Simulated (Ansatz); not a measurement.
CH4AlFO

The calculation's input:

```
crystal:
  periodic: [false, false, false]
  atoms:
    - { symbol: O, position_ang: [0.6122, 1.4261, -0.4316] }
    - { symbol: C, position_ang: [0.459, 0.4029, 0.4585] }
    - { symbol: F, position_ang: [1.6987, -0.0328, 0.7699] }
    - { symbol: Al, position_ang: [-0.4718, -1.0989, -0.371] }
    - { symbol: H, position_ang: [-0.3225, 1.9071, -0.4754] }
    - { symbol: H, position_ang: [-0.0518, 0.7455, 1.3901] }
    - { symbol: H, position_ang: [-1.9736, -0.92307, -0.93966] }
    - { symbol: H, position_ang: [0.29755, -2.49696, -0.60778] }
basis:
  gaussian: { orbitals: def2-SVP }
hamiltonian:
  xc: b3lyp
  dispersion: d4
relax:
  f_tol: 0.015
  max_steps: 40
output:
  orbitals: {}
```

Run with:

```sh
ansatz run input.yaml --threads 1 --pin off --max-ram 2048MiB --backend cpu --events-out ev --progress --plain --runs-dir out
```

The fields are those of the run's last geometry, not of the input's.

Theory: Ansatz 0.2.0, RKS B3LYP-D4/def2-SVP.

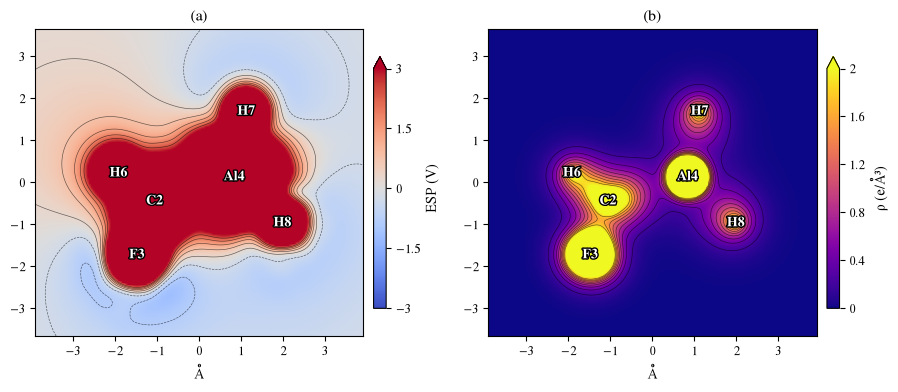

Figure 1. (a) molecular electrostatic potential; (b) electron density on the plane of atoms C2, Al4 and H8.

Read the bonding off the picture.

Answer.
- The plane passes through C, F, Al and H nuclei.
- C–F (1.37 Å): the density is about 2.1 e/Å³ at the midpoint, with its minimum of 1.7 e/Å³ about 0.5 Å from C.
- C–Al (1.98 Å): the density is about 0.65 e/Å³ at the midpoint.
- C–H (1.10 Å): ρ is about 2 e/Å³ halfway.
- Al–H (1.58 Å): ρ is about 0.54 e/Å³ halfway.
- Outside the dense part of the molecule the potential is most negative (−1.2 V) near F3.

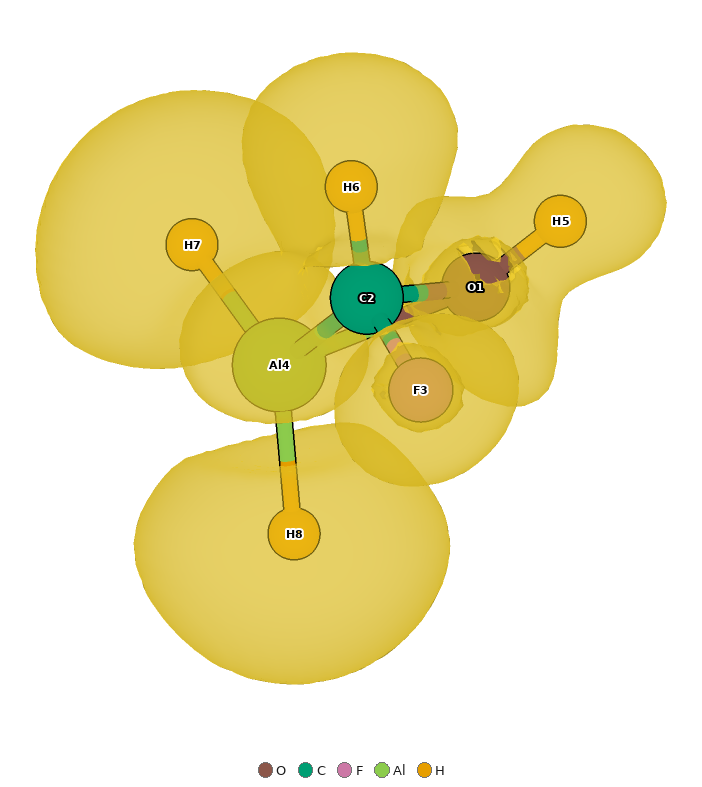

Figure 2. Isosurface of the ELF at 0.75 (yellow), seen at an oblique angle. Core shells and regions of very low density are left out.

Where are the electrons localised?

Answer. The ELF exceeds this value in three regions around hydrogen nuclei, one region on F in which the atom's valence shell and bonds are merged and one joined region spread over several atoms (H, O), in which their bonds and any lone pairs are merged.


C–F (1.37 Å): the ELF peaks at about 0.85 between the atoms (a shared but strongly polarised pair). C–O (1.46 Å): the ELF peaks at about 0.85 between the atoms; a shared but strongly polarised pair.

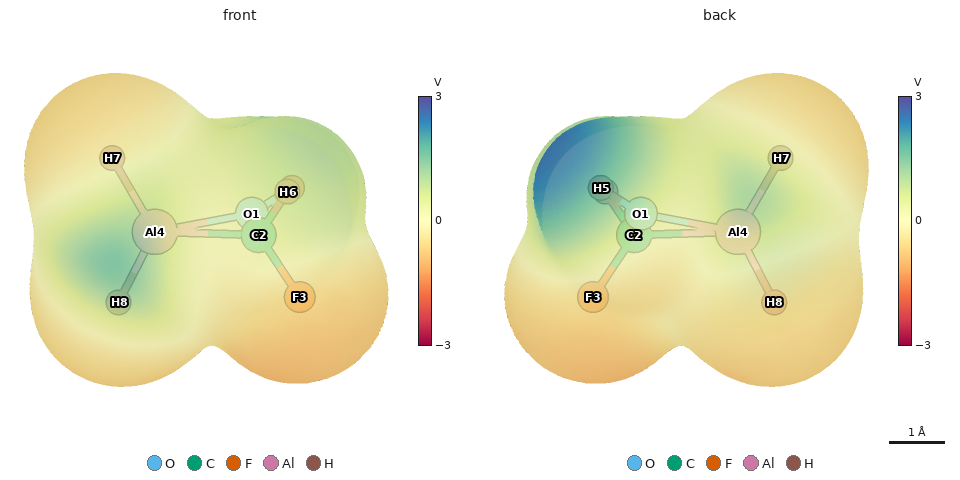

Figure 3. The electrostatic potential painted on the density surface at 0.001 e/bohr³, seen from the front and from behind; red is negative and blue positive.

Which sites attract a positive test charge, and which a negative one?

Answer. A positive charge is drawn to the negative regions and a negative charge to the positive ones. The most negative region (about −1.0 V, or −23 kcal/mol for a unit charge) lies over F3, the most positive (about +2.5 V, or +58 kcal/mol for a unit charge) over H5.

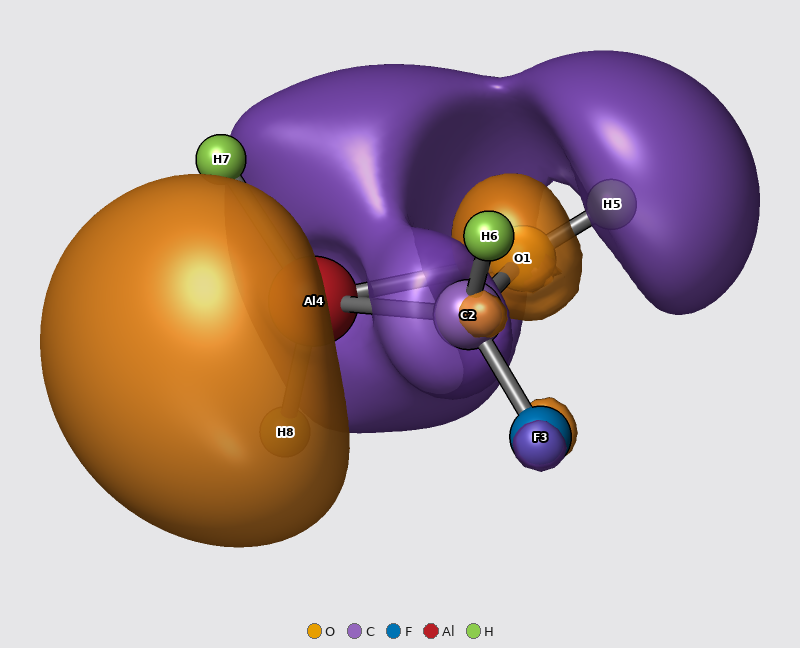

Figure 4. One frontier orbital at ±0.08 Å⁻³ᐟ² (orange and purple are the two phases), seen at a tilt.

Which orbital is it: HOMO or LUMO?

Answer. The LUMO, at −0.56 eV. It lies mainly on Al4 (about 60 %), H5 (about 10 %) and O1 (about 10 %).
